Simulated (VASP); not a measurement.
Band structure of ZrSe2 (1T layered). Level of theory: optB88-vdW, VASP's PBE PAW potentials (set 64) (plane waves; VASP).

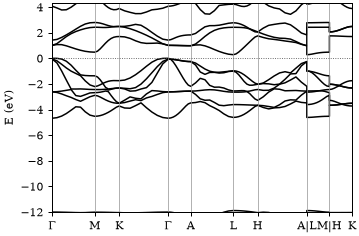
Figure: Bands along high-symmetry lines, zero at the valence-band maximum or, without a gap, the Fermi level

Question: Read the plot: is there a gap, and where are the band edges?

Answer: The gap is indirect, 0.28 eV, from the valence maximum at Γ to the conduction minimum at L. (Edges off the drawn lines would not show.)

The compound is ZrSe2 in the 1T layered structure. It was relaxed first.
